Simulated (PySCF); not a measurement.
## C$_{6}$H$_{10}$O: excited-state calculation

- system: C$_{6}$H$_{10}$O (2-methyl-4-pentenal)
- method: TDA PBE0/def2-SVPD, vertical, gas phase, core orbitals frozen in the response (PySCF 2.14.0)

Some settings of this run were made unusual or wrong on purpose. The geometry comes from this level: GFN2-xTB.

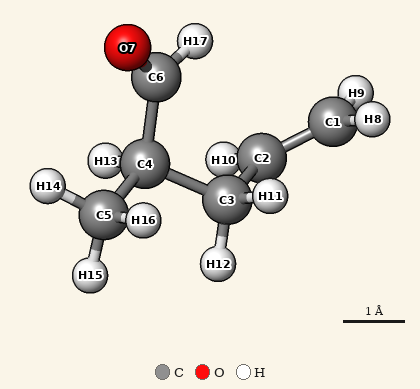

Fig. 1: The structure (ball-and-stick view, seen at a tilt; atoms are numbered from 1 in the order of the input). Bond lengths as drawn: C–C 1.32 to 1.54 Å, C–H 1.08 to 1.11 Å and C–O 1.20 Å.

**The input**
```
{"job": {"kind": "uv", "xc": "PBE0", "basis": "def2-SVPD", "nstates": 12, "ntriplets": 2, "tda": true, "grid": 0, "scf": {"max_cycle": 85}}, "charge": 0, "multiplicity": 1}
C      2.632051     0.614928    -0.053402
C      1.685058    -0.067288    -0.669334
C      0.483600    -0.650268     0.003415
C     -0.835971    -0.124994    -0.592647
C     -2.046080    -0.888886    -0.066016
C     -0.962189     1.352539    -0.325037
O     -1.944329     1.911378     0.073245
H      2.593759     0.806888     1.006423
H      3.485908     1.008245    -0.577670
H      1.748697    -0.244340    -1.735924
H      0.510142    -0.436296     1.073676
H      0.500582    -1.736393    -0.124702
H     -0.784490    -0.229526    -1.685084
H     -2.960348    -0.455075    -0.462986
H     -1.998220    -1.935868    -0.355096
H     -2.085284    -0.825185     1.018918
H     -0.029885     1.912168    -0.541277
```

The first line tells a small driver script what to run in PySCF; the rest is the geometry in Å.

Launched with:
```bash
OMP_NUM_THREADS=1 python <driver script> task.json out
```

**Output**
```
final grid: 13808 points
cycle   1  E = -309.0925709420  dE =  7.791e-01  |g| = 7.533e-01  |ddm| = 6.192e+00
cycle   2  E = -308.7528810107  dE =  3.397e-01  |g| = 1.516e+00  |ddm| = 2.877e+00
cycle   3  E = -309.2115970979  dE = -4.587e-01  |g| = 1.616e-01  |ddm| = 1.999e+00
cycle   4  E = -309.2177536924  dE = -6.157e-03  |g| = 4.972e-02  |ddm| = 3.246e-01
cycle   5  E = -309.2183275491  dE = -5.739e-04  |g| = 1.236e-02  |ddm| = 1.046e-01
cycle   6  E = -309.2183587918  dE = -3.124e-05  |g| = 5.147e-03  |ddm| = 2.738e-02
cycle   7  E = -309.2183652004  dE = -6.409e-06  |g| = 1.332e-03  |ddm| = 9.251e-03
cycle   8  E = -309.2183655825  dE = -3.821e-07  |g| = 4.202e-04  |ddm| = 2.705e-03
cycle   9  E = -309.2183656213  dE = -3.885e-08  |g| = 8.248e-05  |ddm| = 8.890e-04
cycle  10  E = -309.2183656230  dE = -1.664e-09  |g| = 1.643e-05  |ddm| = 2.261e-04
cycle  11  E = -309.2183656230  dE = -6.207e-11  |g| = 5.353e-06  |ddm| = 4.760e-05
converged SCF energy = -309.2183656230

Static polarisability (au): isotropic 75.335, principal 62.111 71.313 92.580

Singlet excitations
state   eV       nm        f      main configurations
  1   4.2081    294.6   0.00071   H->L 0.87, H-1->L 0.09
  2   6.0674    204.3   0.01285   H-1->L 0.87, H->L 0.09
  3   6.3765    194.4   0.03878   H->L+1 0.87, H-1->L+1 0.09
  4   6.9380    178.7   0.01104   H->L+2 0.94
  5   7.2695    170.6   0.00221   H->L+3 0.90
  6   7.3451    168.8   0.03674   H->L+4 0.81
  7   7.5894    163.4   0.02189   H-2->L 0.75, H->L+5 0.12
  8   7.6265    162.6   0.01729   H->L+5 0.47, H-2->L 0.17, H-1->L+2 0.14
  9   7.8878    157.2   0.10471   H-3->L 0.73, H->L+5 0.12
 10   7.9095    156.8   0.01214   H-1->L+2 0.51, H->L+5 0.21
 11   8.0093    154.8   0.18730   H-1->L+1 0.30, H-2->L+1 0.27, H-1->L+3 0.11
 12   8.0767    153.5   0.03939   H-1->L+3 0.66, H-1->L+4 0.10

Triplet excitations (Tamm-Dancoff, eV): 3.5560 4.3843
```

**Outcome**

| quantity | value |
| --- | --- |
| outcome | converged |
| total energy | −309.218366 hartree |
| HOMO | −7.16 eV |
| LUMO | −0.81 eV |
| dipole moment | 2.87 D |
| mean polarisability | 75.33 a.u. |
| lowest singlet excitation | 4.21 eV |
| hardware | 1 CPU thread, shared host |
| wall time | 43 s |
| peak memory | 0.99 GiB |

**What went wrong**

Some settings of this run were drawn to be unusual or wrong; see grid = 0. It converged; results that depend on the unusual settings are not reference values.
